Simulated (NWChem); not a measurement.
# AlSi2NH8O (SMILES [AlH2][NH][SiH2]O[SiH3]): levels of theory compared

Wanted: a comparison of 3 runs (HF/STO-3G, HF/3-21G, B3LYP/6-31G*) of AlSi2NH8O. 

Program for the calculation: NWChem 7.3.0.

## Step 1: The molecule

AlSi2NH8O has 13 atoms, charge 0, and is taken as a singlet. As SMILES, `[AlH2][NH][SiH2]O[SiH3]`. The coordinates come from a PBE0-D4/def2-TZVP relaxation. This is one conformer, not always the lowest.

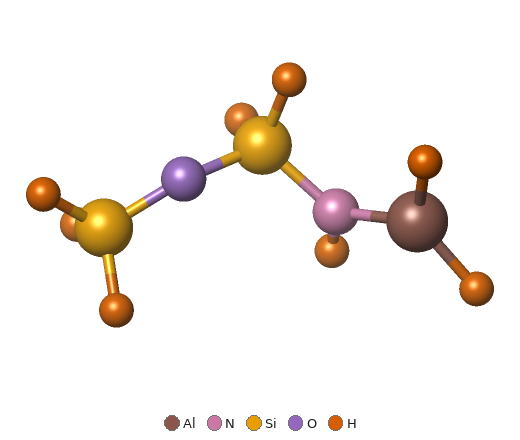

Viewed from a chosen angle; aluminium brown, nitrogen pink, silicon amber, oxygen purple, hydrogen orange.

## Step 2: Energy and forces at HF/STO-3G (run 1)

Contents of work.xyz:

```xyz
13

Al    -0.133600     2.771800    -0.866700
N     -0.801100     1.153200    -0.513400
Si    -0.558800     0.175700     0.874700
O      0.572300    -0.987200     0.657100
Si     0.908700    -2.484700     0.105200
H     -0.529400     3.442300    -2.244700
H      0.804100     3.435700     0.217600
H     -1.391400     0.742800    -1.226300
H     -0.070400     1.056000     1.960500
H     -1.829400    -0.502700     1.244700
H     -0.313500    -3.333100     0.124800
H      1.947000    -3.095800     0.970800
H      1.415900    -2.408700    -1.289700
```

Contents of run.py:

```python
from ase.io import read
from ase.calculators.nwchem import NWChem

mol = read('work.xyz')

calc = NWChem(
    label='work',
    theory='scf',
    memory='2200 mb',
    basis='STO-3G',
    basispar='spherical bse',
    scf={'nopen': '0', 'rhf': None, 'thresh': '1e-08', 'maxiter': '80'},
)
mol.calc = calc

forces = mol.get_forces()
print(f"energy = {mol.get_potential_energy():.6f} eV")
print("forces (eV/A):")
for s, f in zip(mol.symbols, forces):
    print(f"{s:2s} {f[0]:10.5f} {f[1]:10.5f} {f[2]:10.5f}")
print("dipole (e A):", mol.get_dipole_moment().round(4))
```

The run is started by

```bash
$ export ASE_NWCHEM_COMMAND="nwchem PREFIX.nwi > PREFIX.nwo"
$ python run.py
```

Output:

```text
energy = -25647.989729 eV
forces (eV/A):
Al    0.08958    0.33501   -0.20769
N     0.96314    1.77242    0.05291
Si   -0.53237   -0.64854    0.91629
O     0.21926    0.34088    0.17293
Si   -0.22333   -0.76927   -0.42588
H     0.63429   -0.97435    2.10841
H    -1.41683   -0.97615   -1.65415
H    -0.16080   -0.16707   -0.17602
H    -0.56369   -0.96236   -1.02566
H     1.25197    0.79149   -0.24107
H     1.37991    0.80707   -0.06356
H    -1.10897    0.61825   -0.94838
H    -0.53206   -0.16738    1.49181
dipole (e A): [-0.1441  0.0292 -0.13  ]
```

The calculator wrote work.nwi:

```
title "work"

permanent_dir work

scratch_dir work

start work

geometry units angstrom nocenter noautosym noautoz
  Al -1.3360000000000000e-01 2.7717999999999998e+00 -8.6670000000000003e-01
  N  -8.0110000000000003e-01 1.1532000000000000e+00 -5.1339999999999997e-01
  Si -5.5879999999999996e-01 1.7570000000000000e-01 8.7470000000000003e-01
  O  5.7230000000000003e-01 -9.8719999999999997e-01 6.5710000000000002e-01
  Si 9.0869999999999995e-01 -2.4847000000000001e+00 1.0520000000000000e-01
  H  -5.2939999999999998e-01 3.4422999999999999e+00 -2.2446999999999999e+00
  H  8.0410000000000004e-01 3.4357000000000002e+00 2.1759999999999999e-01
  H  -1.3914000000000000e+00 7.4280000000000002e-01 -1.2262999999999999e+00
  H  -7.0400000000000004e-02 1.0560000000000000e+00 1.9604999999999999e+00
  H  -1.8293999999999999e+00 -5.0270000000000004e-01 1.2446999999999999e+00
  H  -3.1350000000000000e-01 -3.3331000000000000e+00 1.2479999999999999e-01
  H  1.9470000000000001e+00 -3.0958000000000001e+00 9.7080000000000000e-01
  H  1.4158999999999999e+00 -2.4087000000000001e+00 -1.2897000000000001e+00
end

memory 2200 mb

basis spherical bse noprint
   * library STO-3G
end

scf
  nopen 0
  rhf
  thresh 1e-08
  maxiter 80
end

task scf gradient
```

work.nwo:

```text
Northwest Computational Chemistry Package (NWChem) 7.3.0
             --------------------------------------------------------

           Job information
           ---------------

    nwchem branch   = 7.3.0
    use scalapack   = T
    input           = work.nwi
    prefix          = work.
    data base       = work/work.db
    status          = startup
    nproc           =        1

           Memory information
           ------------------

    heap     =     72089598 doubles =      550.0 Mbytes
    stack    =     72089595 doubles =      550.0 Mbytes
    global   =    144179200 doubles =     1100.0 Mbytes (distinct from heap & stack)
    total    =    288358393 doubles =     2200.0 Mbytes
    verify   = yes
    hardfail = no

           Directory information
           ---------------------

  0 permanent = work
  0 scratch   = work

                                NWChem Input Module
                                -------------------

                                       work
                                       ----

[... 133 lines left out ...]
 Convergence threshold     :          1.000E-08
[... 12 lines left out ...]
       Final RHF  results
[... 3 lines left out ...]
      One-electron energy =  -1989.471820449321
[... 1 line left out ...]
 Nuclear repulsion energy =    338.640354015682
[... 50 lines left out ...]
                       ROHF Final Molecular Orbital Analysis
[... 221 lines left out ...]
     1   1 0 0     -0.272309      0.000000      4.092013
[... 8 lines of this table left out ...]
     2   0 0 2    -37.155733      0.000000    144.752618

                              NWChem Gradients Module
                              -----------------------

                                       work

  wavefunction    =   RHF

                         RHF ENERGY GRADIENTS

    atom               coordinates                        gradient
                 x          y          z           x          y          z
   1 Al     -0.252467   5.237942  -1.637826   -0.001742  -0.006515   0.004039
   2 N      -1.513859   2.179232  -0.970185   -0.018730  -0.034468  -0.001029
   3 Si     -1.055979   0.332025   1.652943    0.010353   0.012612  -0.017819
[... 9 lines of this table left out ...]
  13 H       2.675663  -4.551783  -2.437180    0.010347   0.003255  -0.029011

                 ----------------------------------------
                 |  Time  |  1-e(secs)   |  2-e(secs)   |
                 ----------------------------------------
                 |  CPU   |       0.00   |       0.72   |
                 ----------------------------------------
                 |  WALL  |       0.00   |       0.72   |
                 ----------------------------------------

 Task  times  cpu:        4.1s     wall:        4.1s
 Total times  cpu:        4.1s     wall:        4.1s
```

Wall time 5.1 s (1 thread of AMD EPYC 9R45 (Zen 5), shared host); peak memory 0.098 GiB.

## Step 3: Energy and forces at HF/3-21G (run 2)

Contents of run.py:

```python
from ase import Atoms
from ase.calculators.nwchem import NWChem

molecule = Atoms(['Al', 'N', 'Si', 'O', 'Si', 'H', 'H', 'H', 'H', 'H', 'H', 'H', 'H'], positions=[
    [-0.133600, 2.771800, -0.866700],
    [-0.801100, 1.153200, -0.513400],
    [-0.558800, 0.175700, 0.874700],
    [0.572300, -0.987200, 0.657100],
    [0.908700, -2.484700, 0.105200],
    [-0.529400, 3.442300, -2.244700],
    [0.804100, 3.435700, 0.217600],
    [-1.391400, 0.742800, -1.226300],
    [-0.070400, 1.056000, 1.960500],
    [-1.829400, -0.502700, 1.244700],
    [-0.313500, -3.333100, 0.124800],
    [1.947000, -3.095800, 0.970800],
    [1.415900, -2.408700, -1.289700],
])

calc = NWChem(
    label='struct',
    theory='scf',
    memory='2200 mb',
    basis='3-21G',
    basispar='spherical bse',
    scf={'nopen': '0', 'rhf': None, 'thresh': '1e-08', 'maxiter': '80'},
)
molecule.calc = calc

forces = molecule.get_forces()
print(f"energy = {molecule.get_potential_energy():.6f} eV")
print("forces (eV/A):")
for s, f in zip(molecule.symbols, forces):
    print(f"{s:2s} {f[0]:10.5f} {f[1]:10.5f} {f[2]:10.5f}")
print("dipole (e A):", molecule.get_dipole_moment().round(4))
```

The run is started by

```bash
$ export ASE_NWCHEM_COMMAND="nwchem PREFIX.nwi > PREFIX.nwo"
$ python run.py
```

Output:

```text
energy = -25817.135436 eV
forces (eV/A):
Al   -0.04947   -0.10166   -0.04355
N    -0.35769    0.36283   -0.72500
Si    0.02926    0.45503    0.97681
O    -0.28704    0.05641    0.08001
Si    0.78249   -0.83376   -0.19206
H    -0.03610    0.12069   -0.18075
H     0.12259    0.13025    0.11873
H     0.07616    0.12866    0.07379
H    -0.16851   -0.00015    0.00931
H    -0.04710    0.00267    0.02638
H    -0.01471   -0.06320   -0.03106
H    -0.03389   -0.12989   -0.08444
H    -0.01594   -0.12789   -0.02818
dipole (e A): [-0.2331 -0.0918 -0.235 ]
```

The calculator wrote struct.nwi:

```
title "struct"

permanent_dir struct

scratch_dir struct

start struct

geometry units angstrom nocenter noautosym noautoz
  Al -1.3360000000000000e-01 2.7717999999999998e+00 -8.6670000000000003e-01
  N  -8.0110000000000003e-01 1.1532000000000000e+00 -5.1339999999999997e-01
  Si -5.5879999999999996e-01 1.7570000000000000e-01 8.7470000000000003e-01
  O  5.7230000000000003e-01 -9.8719999999999997e-01 6.5710000000000002e-01
  Si 9.0869999999999995e-01 -2.4847000000000001e+00 1.0520000000000000e-01
  H  -5.2939999999999998e-01 3.4422999999999999e+00 -2.2446999999999999e+00
  H  8.0410000000000004e-01 3.4357000000000002e+00 2.1759999999999999e-01
  H  -1.3914000000000000e+00 7.4280000000000002e-01 -1.2262999999999999e+00
  H  -7.0400000000000004e-02 1.0560000000000000e+00 1.9604999999999999e+00
  H  -1.8293999999999999e+00 -5.0270000000000004e-01 1.2446999999999999e+00
  H  -3.1350000000000000e-01 -3.3331000000000000e+00 1.2479999999999999e-01
  H  1.9470000000000001e+00 -3.0958000000000001e+00 9.7080000000000000e-01
  H  1.4158999999999999e+00 -2.4087000000000001e+00 -1.2897000000000001e+00
end

memory 2200 mb

basis spherical bse noprint
   * library 3-21G
end

scf
  nopen 0
  rhf
  thresh 1e-08
  maxiter 80
end

task scf gradient
```

struct.nwo:

```text
Northwest Computational Chemistry Package (NWChem) 7.3.0
             --------------------------------------------------------

           Job information
           ---------------

    nwchem branch   = 7.3.0
    use scalapack   = T
    input           = struct.nwi
    prefix          = struct.
    data base       = struct/struct.db
    status          = startup
    nproc           =        1

           Memory information
           ------------------

    heap     =     72089600 doubles =      550.0 Mbytes
    stack    =     72089597 doubles =      550.0 Mbytes
    global   =    144179200 doubles =     1100.0 Mbytes (distinct from heap & stack)
    total    =    288358397 doubles =     2200.0 Mbytes
    verify   = yes
    hardfail = no

           Directory information
           ---------------------

  0 permanent = struct
  0 scratch   = struct

                                NWChem Input Module
                                -------------------

                                      struct
                                      ------

[... 133 lines left out ...]
 Convergence threshold     :          1.000E-08
[... 12 lines left out ...]
       Final RHF  results
[... 3 lines left out ...]
      One-electron energy =  -1990.487549305301
[... 1 line left out ...]
 Nuclear repulsion energy =    338.640354015682
[... 50 lines left out ...]
                       ROHF Final Molecular Orbital Analysis
[... 302 lines left out ...]
     1   1 0 0     -0.440523      0.000000      4.092013
[... 8 lines of this table left out ...]
     2   0 0 2    -43.536015      0.000000    144.752618

                              NWChem Gradients Module
                              -----------------------

                                      struct

  wavefunction    =   RHF

                         RHF ENERGY GRADIENTS

    atom               coordinates                        gradient
                 x          y          z           x          y          z
   1 Al     -0.252467   5.237942  -1.637826    0.000962   0.001977   0.000847
   2 N      -1.513859   2.179232  -0.970185    0.006956  -0.007056   0.014099
   3 Si     -1.055979   0.332025   1.652943   -0.000569  -0.008849  -0.018996
[... 9 lines of this table left out ...]
  13 H       2.675663  -4.551783  -2.437180    0.000310   0.002487   0.000548

                 ----------------------------------------
                 |  Time  |  1-e(secs)   |  2-e(secs)   |
                 ----------------------------------------
                 |  CPU   |       0.00   |       0.95   |
                 ----------------------------------------
                 |  WALL  |       0.00   |       0.95   |
                 ----------------------------------------

 Task  times  cpu:        4.8s     wall:        4.8s
 Total times  cpu:        4.8s     wall:        4.8s
```

Run time: 5.7 s. Hardware: 1 thread of AMD EPYC 9R45 (Zen 5), shared host; peak memory 0.1 GiB.

## Step 4: Energy and gradient at B3LYP/6-31G(d) (Cartesian functions) (run 3)

Contents of nw.nw:

```
start nw
memory stack 880 mb heap 220 mb global 1100 mb

geometry noautosym nocenter noautoz
  Al    -0.133600     2.771800    -0.866700
  N     -0.801100     1.153200    -0.513400
  Si    -0.558800     0.175700     0.874700
  O      0.572300    -0.987200     0.657100
  Si     0.908700    -2.484700     0.105200
  H     -0.529400     3.442300    -2.244700
  H      0.804100     3.435700     0.217600
  H     -1.391400     0.742800    -1.226300
  H     -0.070400     1.056000     1.960500
  H     -1.829400    -0.502700     1.244700
  H     -0.313500    -3.333100     0.124800
  H      1.947000    -3.095800     0.970800
  H      1.415900    -2.408700    -1.289700
end

basis
  * library 6-31G*
end

dft
  xc b3lyp
  grid fine
  convergence energy 1e-08
  iterations 100
  mulliken
end

task dft gradient
```

The run is started by

```bash
$ nwchem nw.nw > nw.out
```

Output:

```text
[...]
          Wavefunction type:  closed shell.
          No. of atoms     :    13
          No. of electrons :    64
[...]
          Charge           :     0
          Spin multiplicity:     1
[...]
          AO basis - number of functions:   103
[...]
              XC Information
              --------------
                         B3LYP Method XC Potential
                     Hartree-Fock (Exact) Exchange  0.200
                        Slater Exchange Functional  0.800 local
                    Becke 1988 Exchange Functional  0.720 non-local
              Lee-Yang-Parr Correlation Functional  0.810
                  VWN I RPA Correlation Functional  0.190 local
[...]
 d= 0,ls=0.0,diis     1   -956.2343531522 -1.29D+03  1.43D-02  9.70D-01     3.0
[...]
 d= 0,ls=0.0,diis    10   -956.3317811054 -3.26D-09  2.04D-07  5.18D-10    23.2
         Total DFT energy =     -956.331781105409
      One electron energy =    -1997.348437433247
           Coulomb energy =      781.569452697056
    Exchange-Corr. energy =      -79.193150384902
 Nuclear repulsion energy =      338.640354015683
[...]
      Total Density - Mulliken Population Analysis
     ---------------------------------------------
    Atom       Charge   Shell Charges
 -----------   ------   -------------------------------------------------------
    1 Al  13    12.56   2.00  1.99  5.96  0.91  1.17  0.19  0.24  0.09
    2 N    7     7.84   1.99  0.77  2.52  0.83  1.71  0.01
    3 Si  14    13.23   2.00  1.99  5.96  0.99  1.70  0.10  0.22  0.26
    4 O    8     8.61   1.99  0.89  2.99  0.86  1.84  0.04
    5 Si  14    13.43   2.00  1.99  5.96  1.01  1.79  0.20  0.27  0.21
    6 H    1     1.10   0.49  0.61
    7 H    1     1.09   0.49  0.60
    8 H    1     0.66   0.50  0.16
    9 H    1     1.10   0.52  0.58
   10 H    1     1.11   0.52  0.59
[...]
  wavefunction    = closed shell
                         DFT ENERGY GRADIENTS
    atom               coordinates                        gradient
                 x          y          z           x          y          z
   1 Al     -0.252467   5.237942  -1.637826   -0.002639  -0.006097   0.001301
   2 N      -1.513859   2.179232  -0.970185    0.002131  -0.001590   0.002735
   3 Si     -1.055979   0.332025   1.652943    0.004638  -0.003108  -0.009994
   4 O       1.081490  -1.865537   1.241739   -0.004907  -0.001711  -0.002517
   5 Si      1.717194  -4.695402   0.198799   -0.003120   0.008909   0.003076
   6 H      -1.000421   6.505004  -4.241868    0.000257  -0.000313   0.000793
   7 H       1.519529   6.492532   0.411204   -0.000304  -0.000474  -0.000266
   8 H      -2.629365   1.403688  -2.317371    0.002769   0.001594   0.003700
   9 H      -0.133037   1.995551   3.704808    0.000661  -0.000239   0.000015
  10 H      -3.457065  -0.949965   2.352142    0.001070  -0.000254  -0.000162
  11 H      -0.592429  -6.298646   0.235838    0.000244   0.001255   0.000349
[...]
```

Run time: 32 s. Hardware: 1 thread of AMD EPYC 9R45 (Zen 5), shared host; peak memory 0.13 GiB.

## Step 5: The series

```csv
run,level,Cartesian functions,iteration cap,energy (Eh),dipole moment (D),HOMO energy (eV),LUMO energy (eV),wall time
1,HF/STO-3G,no,80,-942.546245,0.94,-7.56,9.56,5.1 s
2,HF/3-21G,no,80,-948.762236,1.65,-11.09,1.84,5.7 s
3,B3LYP/6-31G* (Cartesian functions),yes,100,-956.331781,1.34,-7.67,-1.07,32 s
```

## Step 6: What came out

| quantity | value |
| --- | --- |
| run 3: total energy | -956.33178 Eh |
| run 3: dipole moment | 1.34 D |
| run 3: HOMO energy | -7.67 eV |
| run 3: LUMO energy | -1.07 eV |
| run 3: HOMO–LUMO gap | 6.60 eV |
| run 3: largest force on an atom | 0.589 eV/Å |

What this shows: The dipole moment (its size) runs from 0.94 D (HF/STO-3G) to 1.65 D (HF/3-21G). The HOMO–LUMO gap runs from 6.60 eV (B3LYP/6-31G*) to 17.12 eV (HF/STO-3G). The two ends differ in method and basis. In run 1 the basis is minimal, so the values are rough. All runs together took 43 s, the longest 32 s.
